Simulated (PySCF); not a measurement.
# GaH₃: a look at the electrons, part 3 of 3

Aim: take GaH₃ and analyse its density (charges, bond critical points, surface potential), pull one bond apart with RHF, UHF and CASSCF, localise its valence orbitals and compute its lowest excited states.

PySCF 2.14.0; Gaussian basis, gas phase. The steps go on from the part before.

## Step 7: What the saved matrices give

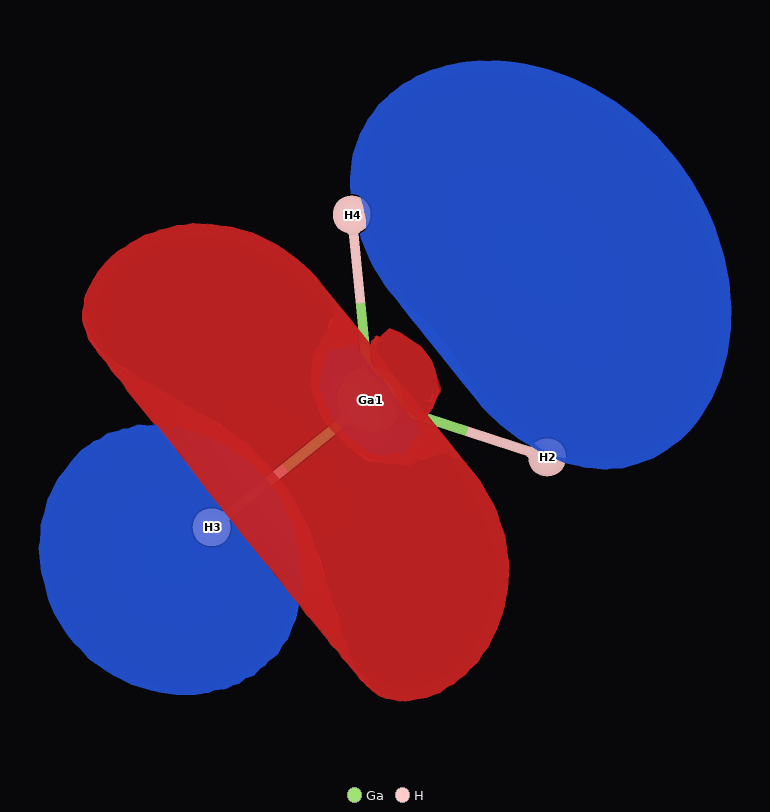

Intrinsic bond orbitals (IBO), occupied and valence-virtual; each surface holds about 85 % of the orbital's density. Energies are diagonal elements of the Fock matrix.

**What does this orbital represent?**

σ* orbital Ga1–H3 (Ga1 57 %, H3 42 %; 4.4 eV).

**How do all the valence pairs divide up?**

8 pairs: 5 d pairs and 3 σ bonds.

Intrinsic bond orbitals (IBO), occupied:

- d orbital on Ga1 (Ga1 100 %; −22.7 eV)
- d orbital on Ga1 (Ga1 100 %; −22.7 eV)
- d orbital on Ga1 (Ga1 100 %; −22.6 eV)
- d orbital on Ga1 (Ga1 100 %; −22.6 eV)
- d orbital on Ga1 (Ga1 100 %; −22.4 eV)
- σ bond H4–Ga1 (H4 56 %, Ga1 43 %; −10.0 eV)
- σ bond H2–Ga1 (H2 56 %, Ga1 43 %; −10.0 eV)
- σ bond H3–Ga1 (H3 56 %, Ga1 43 %; −10.0 eV)

## Step 8: Excited states (wB97X/def2-svp)

Contents of input.py:

```python
import numpy as np
from pyscf import gto, scf, dft, tdscf
from pyscf.scf import atom_ks, atom_hf
from scipy.linalg import block_diag

def solve(mol, dm0=None, hcore=None):
    mf = (dft.UKS if mol.spin else dft.RKS)(mol, xc='wb97x')
    mf.grids.level = 3
    mf = mf.density_fit(auxbasis='def2-universal-jkfit')
    mf.conv_tol, mf.max_cycle = 1e-8, 80
    if hcore is not None:
        mf.get_hcore = lambda *args: hcore
    mf.kernel(dm0)
    if not mf.converged:
        mf = mf.newton().run(mf.mo_coeff, mf.mo_occ, max_cycle=30)
    assert mf.converged, 'SCF not converged'
    return mf

mol = gto.M(atom='''
Ga     0.00000     0.00000     0.00000
H      0.06972     1.56493     0.00000
H      1.32042    -0.84284     0.00000
H     -1.39011    -0.72209     0.00000
''', basis='def2-svp', charge=0, spin=0, verbose=4)
mf = solve(mol)
td = mf.TDDFT()
td.nstates, td.singlet, td.conv_tol = 5, False, 1e-5
td.kernel()
td.analyze()
x, y = np.array([p[0] for p in td.xy]), np.array([p[1] + 0 * p[0] for p in td.xy])
f, mu = np.zeros(len(td.e)), np.zeros((len(td.e), 3))
nto = [td.get_nto(state=i + 1, verbose=4) for i in range(len(td.e))]
# spherically averaged free atoms, for the promolecule
atm = atom_ks.get_atm_nrks(mol, xc='wb97x')
pro = block_diag(*[(atm[a[0]][2] * atm[a[0]][3]) @ atm[a[0]][2].T for a in mol._atom])
np.savez('result.npz', e=td.e, f=f, ok=td.converged, w=[n[0] for n in nto], nto=[n[1] for n in nto], x=x, y=y, c=mf.mo_coeff, occ=mf.mo_occ, eps=mf.mo_energy, pro=pro, mu=mu)
```

On the command line:

```
> OMP_NUM_THREADS=1 python input.py
```

Standard output:

```text
[ENV] PYSCF_TMPDIR <dir>
[ENV] PYSCF_MAX_MEMORY 1375
[INPUT] verbose = 4
[INPUT] num. atoms = 4
[INPUT] num. electrons = 34
[INPUT] charge = 0
[INPUT] spin (= nelec alpha-beta = 2S) = 0
[INPUT] symmetry False subgroup None
[INPUT] Mole.unit = angstrom
[INPUT] Symbol           X                Y                Z      unit          X                Y                Z       unit  Magmom
[INPUT]  1 Ga     0.000000000000   0.000000000000   0.000000000000 AA    0.000000000000   0.000000000000   0.000000000000 Bohr   0.0
[INPUT]  2 H      0.069720000000   1.564930000000   0.000000000000 AA    0.131751705405   2.957289104116   0.000000000000 Bohr   0.0
[INPUT]  3 H      1.320420000000  -0.842840000000   0.000000000000 AA    2.495232169398  -1.592736766828   0.000000000000 Bohr   0.0
[INPUT]  4 H     -1.390110000000  -0.722090000000   0.000000000000 AA   -2.626927183019  -1.364552337287   0.000000000000 Bohr   0.0

nuclear repulsion = 32.0017210153979
number of shells = 21
number of NR pGTOs = 95
number of NR cGTOs = 47
basis = def2-svp
ecp = {}

******** <class 'pyscf.df.df_jk.DFRKS'> ********
method = DFRKS
initial guess = minao
damping factor = 0
level_shift factor = 0
DIIS = <class 'pyscf.scf.diis.CDIIS'>
diis_start_cycle = 1
diis_space = 8
diis_damp = 0
SCF conv_tol = 1e-08
SCF conv_tol_grad = None
SCF max_cycles = 80
direct_scf = False
XC library pyscf.dft.libxc version 7.0.0
    S. Lehtola, C. Steigemann, M. J.T. Oliveira, and M. A.L. Marques.,  SoftwareX 7, 1–5 (2018)
XC functionals = wb97x
    J.-D. Chai and M. Head-Gordon.,  J. Chem. Phys. 128, 084106 (2008)
radial grids:
    Treutler-Ahlrichs [JCP 102, 346 (1995); DOI:10.1063/1.469408] (M4) radial grids

becke partition: Becke, JCP 88, 2547 (1988); DOI:10.1063/1.454033
pruning grids: <function nwchem_prune at 0xede69c3fb600>
grids dens level: 3
symmetrized grids: False
atomic radii adjust function: <function treutler_atomic_radii_adjust at 0xede69c430540>
small_rho_cutoff = 0
Set gradient conv threshold to 0.0001
Initial guess from minao.
tot grids = 50328
******** <class 'pyscf.df.df.DF'> ********
auxbasis = def2-universal-jkfit
******** <class 'pyscf.df.df.DF'> ********
auxbasis = auxmol.basis = def2-universal-jkfit
init E= -1925.66071277842
  HOMO = -0.334877337761859  LUMO = -0.0379783903877557  gap/eV = 8.07903
cycle= 1 E= -1926.39344271916  delta_E= -0.733  |g|= 0.405  |ddm|= 1.65
  HOMO = -0.414149940017358  LUMO = -0.0154505112542989  gap/eV = 10.84916
cycle= 2 E= -1926.40029520387  delta_E= -0.00685  |g|= 0.404  |ddm|= 0.42
  HOMO = -0.405028152013258  LUMO = -0.000802499989386529  gap/eV = 10.99954
cycle= 3 E= -1926.41662871365  delta_E= -0.0163  |g|= 0.0159  |ddm|= 0.165
  HOMO = -0.403703675541663  LUMO = 0.00482812029917445  gap/eV = 11.11672
cycle= 4 E= -1926.41675183728  delta_E= -0.000123  |g|= 0.00486  |ddm|= 0.0382
  HOMO = -0.404087845662816  LUMO = 0.00424773610445861  gap/eV = 11.11138
cycle= 5 E= -1926.41675968523  delta_E= -7.85e-06  |g|= 0.00044  |ddm|= 0.00958
  HOMO = -0.40403035118895  LUMO = 0.00429217090185574  gap/eV = 11.11102
cycle= 6 E= -1926.41675978281  delta_E= -9.76e-08  |g|= 3.65e-05  |ddm|= 0.00111
  HOMO = -0.404046439745835  LUMO = 0.00428355191378005  gap/eV = 11.11123
cycle= 7 E= -1926.41675978409  delta_E= -1.28e-09  |g|= 6.09e-06  |ddm|= 0.000145
  HOMO = -0.404045633949537  LUMO = 0.00428395476636512  gap/eV = 11.11121
Extra cycle  E= -1926.41675978412  delta_E= -2.41e-11  |g|= 2.16e-06  |ddm|= 2.75e-05
converged SCF energy = -1926.41675978412

******** <class 'pyscf.tdscf.rks.TDDFT'> for <class 'pyscf.df.df_jk.DFRKS'> ********
nstates = 5 triplet
deg_eia_thresh = 1.000e-03
wfnsym = None
conv_tol = 1e-05
eigh lindep = 1e-12
eigh level_shift = 0
eigh max_cycle = 100

Excitation energies (eV)
[4.96563511 4.96595964 7.86959298 7.86983656 9.20504805]

** Triplet excitation energies and oscillator strengths **
Excited State   1:      4.96564 eV    249.68 nm  f=0.0000
      16 -> 18       -0.67084
      17 -> 18       -0.20596
Excited State   2:      4.96596 eV    249.67 nm  f=0.0000
      16 -> 18        0.20596
      17 -> 18       -0.67085
Excited State   3:      7.86959 eV    157.55 nm  f=0.0000
      16 -> 19        0.37676
      16 -> 20        0.16546
      17 -> 19       -0.53348
      17 -> 21       -0.16558
Excited State   4:      7.86984 eV    157.54 nm  f=0.0000
      16 -> 19       -0.53348
      16 -> 21        0.16554
      17 -> 19       -0.37675
      17 -> 20        0.16552
Excited State   5:      9.20505 eV    134.69 nm  f=0.0000
      16 -> 20       -0.32806
      16 -> 21       -0.36977
      17 -> 20        0.36979
      17 -> 21       -0.32866

** Transition electric dipole moments (AU) **
state          X           Y           Z        Dip. S.      Osc.
  1         0.0000      0.0000      0.0000      0.0000      0.0000
  2         0.0000      0.0000      0.0000      0.0000      0.0000
  3         0.0000      0.0000      0.0000      0.0000      0.0000
  4         0.0000      0.0000      0.0000      0.0000      0.0000
  5         0.0000      0.0000      0.0000      0.0000      0.0000

** Transition velocity dipole moments (imaginary part, AU) **
state          X           Y           Z        Dip. S.      Osc.
  1        -0.0000     -0.0000     -0.0000      0.0000      0.0000
  2        -0.0000     -0.0000     -0.0000      0.0000      0.0000
  3        -0.0000     -0.0000     -0.0000      0.0000      0.0000
  4        -0.0000     -0.0000     -0.0000      0.0000      0.0000
  5        -0.0000     -0.0000     -0.0000      0.0000      0.0000

** Transition magnetic dipole moments (imaginary part, AU) **
state          X           Y           Z
  1        -0.0000     -0.0000     -0.0000
  2        -0.0000     -0.0000     -0.0000
  3        -0.0000     -0.0000     -0.0000
  4        -0.0000     -0.0000     -0.0000
  5        -0.0000     -0.0000     -0.0000
State 1: 4.96564 eV  NTO largest component 0.9968361325862228
    occ-NTO: 0.955942 (MO #16)
    vir-NTO: 0.993719 (MO #18)
State 2: 4.96596 eV  NTO largest component 0.9968398850699585
    occ-NTO: 0.955941 (MO #17)
    vir-NTO: 0.993724 (MO #18)
State 3: 7.86959 eV  NTO largest component 0.9283681541929856
    occ-NTO: -0.576484 (MO #16) + 0.816864 (MO #17)
    vir-NTO: 0.955713 (MO #19)
State 4: 7.86984 eV  NTO largest component 0.9281607017424105
    occ-NTO: 0.816615 (MO #16) + 0.577025 (MO #17)
    vir-NTO: 0.955917 (MO #19)
State 5: 9.20505 eV  NTO largest component 0.500376670010759
    occ-NTO: 0.396471 (MO #16) + 0.918039 (MO #17)
    vir-NTO: -0.418433 (MO #20) + 0.895804 (MO #21)
Spherically averaged atomic KS for {'Ga', 'H'}

******** <class 'pyscf.scf.atom_ks.AtomSphAverageRKS'> ********
method = AtomSphAverageRKS
initial guess = vsap
damping factor = 0
level_shift factor = 0
diis_start_cycle = 1
diis_space = 12
SCF conv_tol = 1e-09
SCF conv_tol_grad = None
SCF max_cycles = 50
direct_scf = True
direct_scf_tol = 1e-13
XC library pyscf.dft.libxc version 7.0.0
    S. Lehtola, C. Steigemann, M. J.T. Oliveira, and M. A.L. Marques.,  SoftwareX 7, 1–5 (2018)
XC functionals = wb97x
    J.-D. Chai and M. Head-Gordon.,  J. Chem. Phys. 128, 084106 (2008)
radial grids:
    Treutler-Ahlrichs [JCP 102, 346 (1995); DOI:10.1063/1.469408] (M4) radial grids

becke partition: Becke, JCP 88, 2547 (1988); DOI:10.1063/1.454033
pruning grids: <function nwchem_prune at 0xede69c3fb600>
grids dens level: 3
symmetrized grids: False
atomic radii adjust function: <function treutler_atomic_radii_adjust at 0xede69c430540>
User specified grid scheme (100, 434)
small_rho_cutoff = 0
Set gradient conv threshold to 3.16228e-05
tot grids = 23144
init E= -1892.46293239211
cycle= 1 E= -1892.46855097343  delta_E= -0.00562  |g|=    0  |ddm|= 0.432
cycle= 2 E= -1892.46086725049  delta_E= 0.00768  |g|=    0  |ddm|= 0.55
cycle= 3 E= -1892.51091170685  delta_E= -0.05  |g|=    0  |ddm|= 0.269
cycle= 4 E= -1892.51091110881  delta_E= 5.98e-07  |g|=    0  |ddm|= 0.013
cycle= 5 E= -1892.51095404519  delta_E= -4.29e-05  |g|=    0  |ddm|= 0.00895
cycle= 6 E= -1892.51095408085  delta_E= -3.57e-08  |g|=    0  |ddm|= 0.000865
cycle= 7 E= -1892.51095408275  delta_E= -1.9e-09  |g|=    0  |ddm|= 0.000422
cycle= 8 E= -1892.51095408775  delta_E= -5e-09  |g|=    0  |ddm|= 6.95e-05
cycle= 9 E= -1892.51095408781  delta_E= -6.55e-11  |g|=    0  |ddm|= 4.54e-05
Extra cycle  E= -1892.51095408782  delta_E= -4.32e-12  |g|=    0  |ddm|= 1.94e-05
Atomic HF for atom  Ga  converged. SCF energy = -1892.51095408782

******** <class 'pyscf.scf.atom_ks.AtomSphAverageRKS'> ********
method = AtomSphAverageRKS
initial guess = vsap
damping factor = 0
level_shift factor = 0
diis_start_cycle = 1
diis_space = 12
SCF conv_tol = 1e-09
SCF conv_tol_grad = None
SCF max_cycles = 50
direct_scf = True
direct_scf_tol = 1e-13
XC library pyscf.dft.libxc version 7.0.0
    S. Lehtola, C. Steigemann, M. J.T. Oliveira, and M. A.L. Marques.,  SoftwareX 7, 1–5 (2018)
XC functionals = wb97x
    J.-D. Chai and M. Head-Gordon.,  J. Chem. Phys. 128, 084106 (2008)
radial grids:
    Treutler-Ahlrichs [JCP 102, 346 (1995); DOI:10.1063/1.469408] (M4) radial grids

becke partition: Becke, JCP 88, 2547 (1988); DOI:10.1063/1.454033
pruning grids: <function nwchem_prune at 0xede69c3fb600>
grids dens level: 3
symmetrized grids: False
atomic radii adjust function: <function treutler_atomic_radii_adjust at 0xede69c430540>
User specified grid scheme (100, 434)
small_rho_cutoff = 0
Set gradient conv threshold to 3.16228e-05
tot grids = 26240
init E= 31.617898504204
cycle= 1 E= 31.6119769563576  delta_E= -0.00592  |g|=    0  |ddm|= 0.169
cycle= 2 E= 31.6119596694012  delta_E= -1.73e-05  |g|=    0  |ddm|= 0.00891
cycle= 3 E= 31.6119596035573  delta_E= -6.58e-08  |g|=    0  |ddm|= 0.000549
cycle= 4 E= 31.6119596033026  delta_E= -2.55e-10  |g|=    0  |ddm|= 3.42e-05
Extra cycle  E= 31.6119596033016  delta_E= -9.88e-13  |g|=    0  |ddm|= 2.13e-06
Atomic HF for atom  H  converged. SCF energy = 31.6119596033016
```

Run time: 26 s. Hardware: 1 thread of Arm Neoverse V2, shared host; peak memory 0.3 GiB.

## Step 9: What the saved matrices give

Full linear response triplet states:

```csv
state,energy (eV),leading pair's weight
T1,4.97,1.00
T2,4.97,1.00
T3,7.87,0.93
T4,7.87,0.93
T5,9.21,0.50
```

## Step 10: Summary of results

The summary covers parts 1 to 3.

```
                                                  quantity            value
                             dipole moment (BP86/def2-svp)           0.00 D
                                HOMO, LUMO (BP86/def2-svp)  -7.43, -2.70 eV
cost of the stretch to 4.3 Å, CASSCF and RHF (aug-cc-pvdz)   3.1 and 5.7 eV
localised occupied orbitals above −45 eV (B3LYP/def2-tzvp)                8
                lowest triplet excitation (wB97X/def2-svp)          4.97 eV
```

In words: At BP86/def2-svp: The highest Hirshfeld charge is on Ga1 (+0.37 e), the lowest on H2, H3 and H4 (−0.12 e). RHF rises too steeply at long distance, since it keeps both electrons in one orbital and so mixes in ionic fragments. The geometry was not optimised at these levels.
